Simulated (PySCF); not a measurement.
**[TaOF4]−: shape and bonding**

Aim: find the relaxed shape of [TaOF4]− and read charges and levels. The species was built from a template and needn't be a known compound.

Program: PySCF 2.14.0. Level of theory: TPSS, Ta def2-SVP with ECP60, O def2-SVP, F def2-SVP; scalar-relativistic core potentials, no spin–orbit coupling. These are calculated values, not measurements.

2 further runs of the same task are left out: 1 for a known fault of the program, 1 set aside as unsound or not needed.

## 1. The system as given

6 atoms, charge -1, spin multiplicity 1.

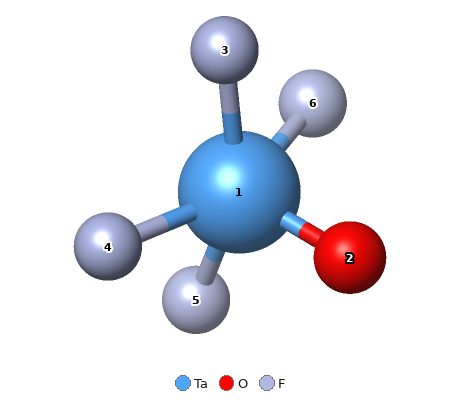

The starting geometry (tantalum blue, oxygen red, fluorine light blue); atoms are numbered from 1 in the order of the file.

Geometry (Å):

```
atom    x (Å)    y (Å)    z (Å)
 Ta1   0.0000   0.0000   0.0000
  O2   0.0000   0.0000   1.5540
  F3   1.7420   0.0000  -0.4064
  F4   0.0000   1.7420  -0.4064
  F5  -1.7420   0.0000  -0.4064
  F6   0.0000  -1.7420  -0.4064
```

Formal oxidation states: Ta +5.

## 2. SCF at the start, singlet

Input file run.py (the lines that set the calculation):

```python
mol = gto.M(atom='''
Ta     0.00000     0.00000     0.00000
O      0.00000     0.00000     1.55400
F      1.74200     0.00000    -0.40640
F      0.00000     1.74200    -0.40640
F     -1.74200     0.00000    -0.40640
F      0.00000    -1.74200    -0.40640''',
    basis={'Ta': 'def2-SVP', 'O': 'def2-SVP', 'F': 'def2-SVP'},
    ecp={'Ta': 'def2-SVP'},
    charge=-1, spin=0)
mf = dft.RKS(mol, xc='TPSS')
mf.grids.atom_grid = (50, 194)
mf = mf.density_fit()  # fitting sets: Ta def2-universal-JKFIT, O def2-universal-JKFIT, F def2-universal-JKFIT
mf.conv_tol = 1e-08; mf.max_cycle = 55
mf.kernel(dm0)  # dm0: free metal ions and neutral atoms
```

Started as:

```
> OMP_NUM_THREADS=2 python run.py
```

Standard output:

```text
init E= -543.083309405478
  HOMO = -0.0158572837754838  LUMO = 0.180501727094377  gap/eV = 5.34320
cycle= 1 E= -531.351159660787  delta_E= 11.7  |g|= 1.27  |ddm|=  3.5
  HOMO = -0.0116732545497452  LUMO = 0.135237170600045  gap/eV = 3.99764
cycle= 2 E= -530.428453307466  delta_E= 0.923  |g|= 2.57  |ddm|= 2.37
  HOMO = -0.141310006860783  LUMO = 0.163518066408283  gap/eV = 8.29479
cycle= 3 E= -531.48842473985  delta_E= -1.06  |g|= 0.78  |ddm|= 1.91
  HOMO = -0.0930155364538778  LUMO = 0.163406563132995  gap/eV = 6.97760
cycle= 4 E= -531.599953114032  delta_E= -0.112  |g|= 0.113  |ddm|= 0.612
  HOMO = -0.0825196067538517  LUMO = 0.166137920907978  gap/eV = 6.76632
cycle= 5 E= -531.601775826674  delta_E= -0.00182  |g|= 0.054  |ddm|= 0.137
  HOMO = -0.0888589195624487  LUMO = 0.165169119770407  gap/eV = 6.91246
cycle= 6 E= -531.602396699467  delta_E= -0.000621  |g|= 0.00638  |ddm|= 0.0585
  HOMO = -0.0893260991400835  LUMO = 0.165320879307632  gap/eV = 6.92930
cycle= 7 E= -531.602405278764  delta_E= -8.58e-06  |g|= 0.00104  |ddm|= 0.00515
  HOMO = -0.0894259230004722  LUMO = 0.165305322496355  gap/eV = 6.93159
cycle= 8 E= -531.602405470197  delta_E= -1.91e-07  |g|= 0.000117  |ddm|= 0.00064
  HOMO = -0.0894237211635866  LUMO = 0.165308217313381  gap/eV = 6.93161
cycle= 9 E= -531.602405472602  delta_E= -2.4e-09  |g|= 1.95e-05  |ddm|= 0.000102
  HOMO = -0.089426645930381  LUMO = 0.165307972615825  gap/eV = 6.93168
Extra cycle  E= -531.602405472401  delta_E= 2.01e-10  |g|= 3.8e-05  |ddm|= 3.89e-05
converged SCF energy = -531.602405472401
```

Wall time 3.8 s (2 threads of AMD EPYC 7B13 (Zen 3), shared host); peak memory 0.47 GiB.

Result: E = -531.602405 Eh, HOMO -2.43 eV, LUMO 4.50 eV, Mulliken charge on Ta1 +0.88 e. 

## 3. Relaxation, singlet

Steps are kept in the start's point group, C4v.

Input file run.py (the lines that set the calculation):

```python
mol = gto.M(atom='''
Ta     0.00000     0.00000     0.02208
O      0.00000     0.00000     1.57608
F      1.74200     0.00000    -0.38432
F      0.00000     1.74200    -0.38432
F     -1.74200     0.00000    -0.38432
F      0.00000    -1.74200    -0.38432''',
    basis={'Ta': 'def2-SVP', 'O': 'def2-SVP', 'F': 'def2-SVP'},
    ecp={'Ta': 'def2-SVP'},
    charge=-1, spin=0)
mf = dft.RKS(mol, xc='TPSS')
mf.grids.atom_grid = (50, 194)
mf = mf.density_fit()  # fitting sets: Ta def2-universal-JKFIT, O def2-universal-JKFIT, F def2-universal-JKFIT
mf.conv_tol = 1e-08; mf.max_cycle = 55
mf.kernel(dm0)  # dm0: an SCF of this state at this start
# quasi-Newton relaxation in Cartesian coordinates to a largest gradient under 0.00045 Eh/bohr, steps kept in the point group
```

Started as:

```
> OMP_NUM_THREADS=2 python run.py
```

No log is kept here; the results follow.

It took 35 s on 2 threads of AMD EPYC 7B13 (Zen 3), shared host.

Relaxation path:

```csv
step,energy from step 1 (eV),largest force component (eV/Å)
1,0.0000,17.5440
2,-3.1944,4.2820
3,-3.4234,1.3720
4,-3.4552,0.2225
5,-3.4658,0.2297
6,-3.4707,0.1370
7,-3.4713,0.0165
8,-3.4713,0.0078
```

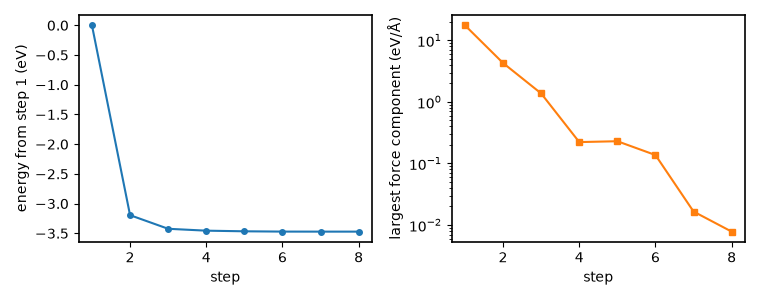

Energy and force, step by step.

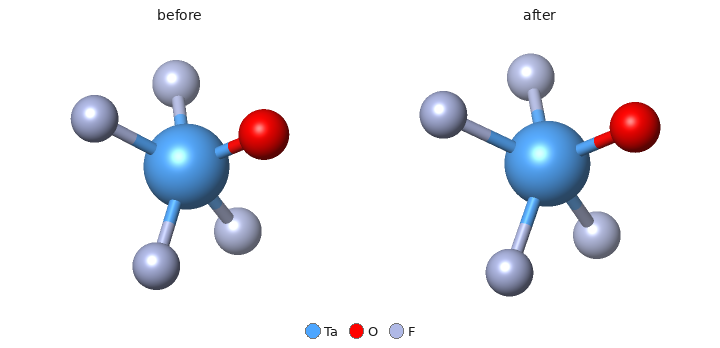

The geometry before (left) and after (right).

Distances of close pairs at the start and the end, largest changes first:

```
  bond  before (Å)  after (Å)  change (Å)
Ta1–O2       1.554      1.761      +0.207
Ta1–F3       1.789      1.945      +0.156
Ta1–F4       1.789      1.945      +0.156
Ta1–F5       1.789      1.945      +0.156
Ta1–F6       1.789      1.945      +0.156
```

It ends in C4v at E = -531.729973 Eh.

```xyz
6

Ta    0.0000    0.0000    0.0814
O     0.0000    0.0000    1.8425
F     1.8660    0.0000   -0.4657
F     0.0000    1.8660   -0.4657
F    -1.8660    0.0000   -0.4657
F     0.0000   -1.8660   -0.4657
```

## 4. Charges, bond orders and levels

Input file run.py (the lines that set the calculation):

```python
mol = gto.M(atom='''
Ta     0.00000     0.00000     0.08136
O      0.00000     0.00000     1.84250
F      1.86602     0.00000    -0.46574
F      0.00000     1.86602    -0.46574
F     -1.86602     0.00000    -0.46574
F      0.00000    -1.86602    -0.46574''',
    basis={'Ta': 'def2-SVP', 'O': 'def2-SVP', 'F': 'def2-SVP'},
    ecp={'Ta': 'def2-SVP'},
    charge=-1, spin=0)
mf = dft.RKS(mol, xc='TPSS')
mf.grids.atom_grid = (75, 302)
mf = mf.density_fit()  # fitting sets: Ta def2-universal-JKFIT, O def2-universal-JKFIT, F def2-universal-JKFIT
mf.conv_tol = 1e-09; mf.max_cycle = 55
mf.kernel(dm0)  # dm0: the density of the relaxed state
```

Started as:

```
> OMP_NUM_THREADS=2 python run.py
```

Standard output:

```text
init E= -531.730410366694
  HOMO = -0.0936193982641796  LUMO = 0.1156433983051  gap/eV = 5.69433
cycle= 1 E= -531.730411771801  delta_E= -1.41e-06  |g|= 0.000733  |ddm|= 0.00236
  HOMO = -0.0937261577896151  LUMO = 0.115671487159606  gap/eV = 5.69800
cycle= 2 E= -531.73041125724  delta_E= 5.15e-07  |g|= 0.00179  |ddm|= 0.00152
  HOMO = -0.0936347945086761  LUMO = 0.115610919467088  gap/eV = 5.69387
cycle= 3 E= -531.730411804851  delta_E= -5.48e-07  |g|= 0.00052  |ddm|= 0.00142
  HOMO = -0.0936659487973394  LUMO = 0.115631379576278  gap/eV = 5.69527
cycle= 4 E= -531.730411853625  delta_E= -4.88e-08  |g|= 0.000193  |ddm|= 0.00047
  HOMO = -0.0936508034699908  LUMO = 0.115638823677404  gap/eV = 5.69506
cycle= 5 E= -531.730411860912  delta_E= -7.29e-09  |g|= 1.84e-05  |ddm|= 0.000138
  HOMO = -0.0936528473303897  LUMO = 0.115635265719586  gap/eV = 5.69502
cycle= 6 E= -531.730411861  delta_E= -8.78e-11  |g|= 1.54e-06  |ddm|= 2.23e-05
  HOMO = -0.0936523196358032  LUMO = 0.115635801066386  gap/eV = 5.69502
Extra cycle  E= -531.730411861002  delta_E= -2.16e-12  |g|= 2.55e-06  |ddm|= 3.74e-06
converged SCF energy = -531.730411861002
```

Wall time 20 s (2 threads of AMD EPYC 7B13 (Zen 3), shared host).

Result: E = -531.730412 Eh, HOMO -2.55 eV, LUMO 3.15 eV, Mulliken charge on Ta1 +1.03 e, largest force component 0.030 eV/Å. 

Löwdin charges:

```
atom  value (e)
 Ta1       0.07
  O2      -0.24
  F3      -0.21
  F4      -0.21
  F5      -0.21
  F6      -0.21
```

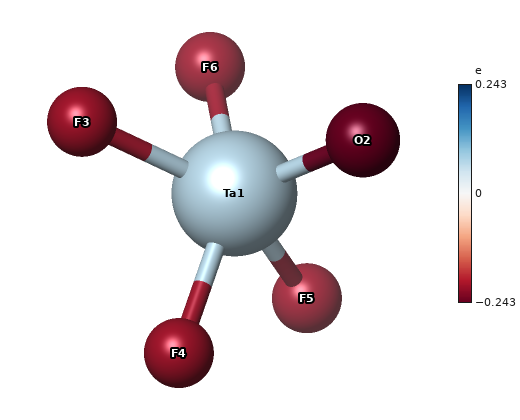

Löwdin charges, as colours on the atoms.

Mulliken charges: Ta1 +1.03, O2 -0.45, F3 -0.40, F4 -0.40, F5 -0.40, F6 -0.40 e.

Contacts (the nearest donor of each ligand) and Mayer bond orders:

```csv
contact,distance (Å),bond order
Ta1–O2 (O),1.761,2.15
Ta1–F3 (F),1.945,0.98
Ta1–F4 (F),1.945,0.98
Ta1–F5 (F),1.945,0.98
Ta1–F6 (F),1.945,0.98
```

Mulliken populations of Ta1 outside the core potential: s 2.35, p 6.47, d 2.91, f 0.24.

Orbitals, density, ELF and potential are computed afterwards from the orbital file.

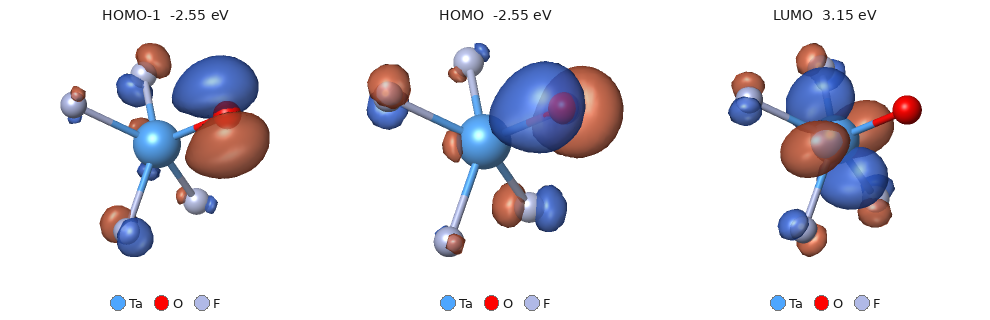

Frontier orbitals at TPSS; each surface holds 70 % of the orbital's density, blue and red mark the sign.

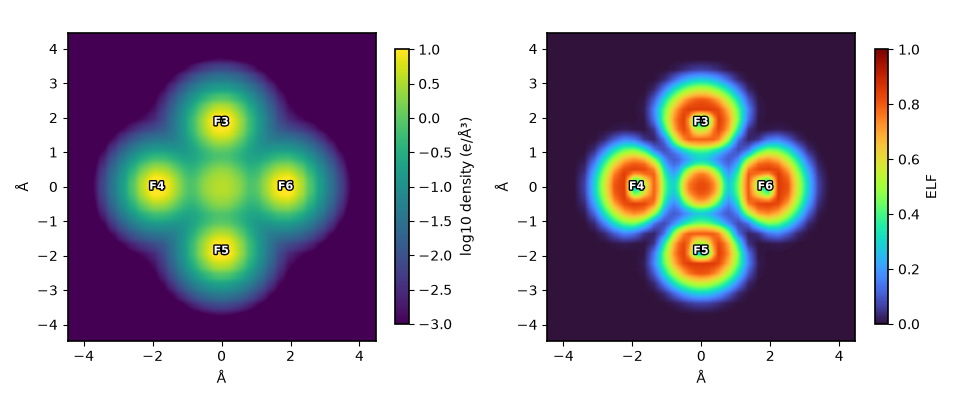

Density (left) and ELF (right) in a plane through or near 4 of the atoms.

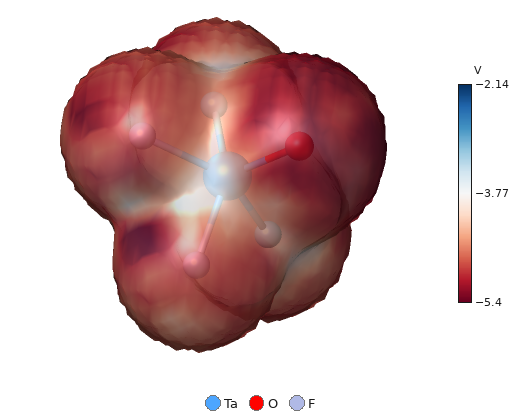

Electrostatic potential on the surface of density 0.002 e/bohr³; red is low, blue high. It runs from -5.40 V near O2 to -2.14 V near Ta1.

## 5. Results

```
                       quantity                        value
          state and point group                 singlet, C4v
          metal–ligand contacts               1.76 to 1.94 Å
                frontier levels  HOMO -2.55 eV, LUMO 3.15 eV
dipole about the centre of mass                       1.20 D
            mean polarisability                       5.8 Å³
```

What this shows: The metal carries +0.07 e by Löwdin's partition against a formal +5, and bond orders to the nearest donors reach 2.15. Both measures hang on the basis. No vibrations are shown for the final structure, so this session doesn't show it to be a minimum. One start shape was tried, so another isomer may lie lower. These are double-zeta-type bases without diffuse functions. Spin–orbit coupling is left out.
